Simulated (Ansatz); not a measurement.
Ligand exchange: C2H7BrSi + HOF → C2H8OSi + BrF

Gas-phase species: C2H7BrSi `CC[SiH2]Br`, singlet; HOF (hypofluorous acid) `OF`, singlet; C2H8OSi `CC[SiH2]O`, singlet; BrF (bromine fluoride), singlet. The partners trade Br for OH: Si–Br and F–OH bonds give way to Si–OH and F–Br.

Shapes, held fixed at every level: PBE0-D4/def2-TZVP. Flexible molecules stand in one conformer, not always the lowest. Programs: Ansatz 0.2.0. The zero-point and thermal change to 298 K, harmonic and unscaled (PBE0-D4/def2-TZVP), is -0.4 kJ/mol.

```tsv
level	kind	ΔH(298 K) (kJ/mol)	less CCSD(T)/def2-TZVPP
HF/def2-SVP	Hartree–Fock	-155.3	+9.9
r2SCAN0-D4/def2-TZVPP	global hybrid	-162.2	+3.0
wB97M-V/def2-TZVPP	range-separated hybrid	-167.9	-2.7
wB97X-V/def2-TZVPP	range-separated hybrid	-164.4	+0.8
CCSD(T)/def2-SVP	coupled cluster or CI	-135.9	+29.3
CCSD/def2-SVP	coupled cluster or CI	-139.9	+25.3
CCSD/def2-TZVPP	coupled cluster or CI	-169.2	-4.0
CCSD(T)/def2-TZVPP	coupled cluster or CI	-165.2	0.0
```

The highest level, CCSD(T)/def2-TZVPP, gives ΔH(298 K) = -165.2 kJ/mol; the levels span -169.2 to -135.9. The column of differences is taken from that level and isn't an error. No measured value is set beside it here. Relativity is left out for Br. Outer-core shells of Br are correlated, in sets that cover them unevenly.

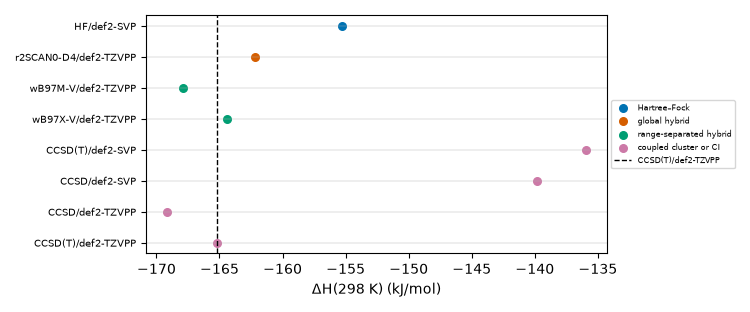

The values of the table, level by level.
